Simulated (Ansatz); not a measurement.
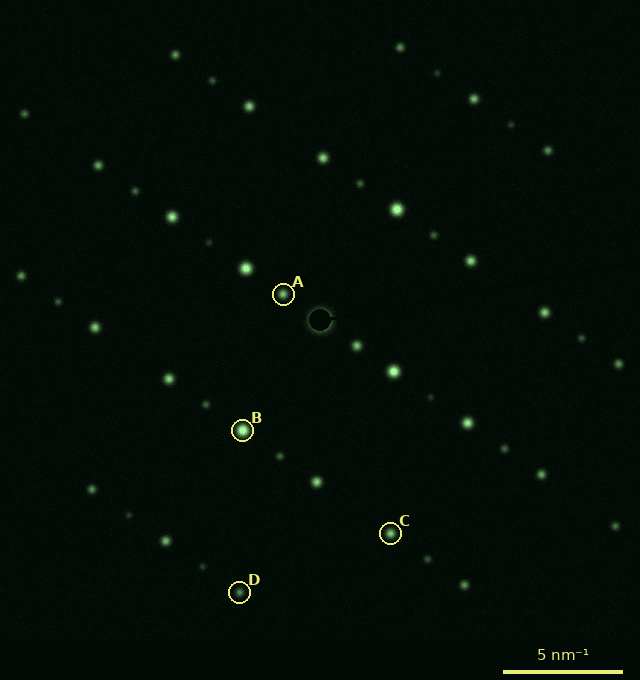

Kinematic zone-axis pattern, calculated for 200 keV electrons with B = 0.5 Å². The zone axis points towards the electron source and the pattern is seen from the source side.

The sample is GdAgO₂, space group R-3m (No. 166), a = 3.519 Å, c = 15.791 Å (hexagonal axes). Structure: the end point of a relaxation with DFT PBEsol, scalar-relativistic, plane waves, PAW (Ansatz); the starting structure was generated, so it need not be a known form of this composition.

Spot A is indexed 0 0 -3 and spot B -1 2 0.

Give hkl for C, D.

C = −4A + B = -1 2 12 (d = 1.054 Å). D = −2A + 2B = -2 4 6 (d = 0.834 Å).

Give [uvw].

The cross product of A and B is parallel to [210]; every spot obeys hu + kv + lw = 0.

What are the spacings of A and B and the angle between them?

d(A) = 5.264 Å, d(B) = 1.759 Å, and the angle is 90.0°.
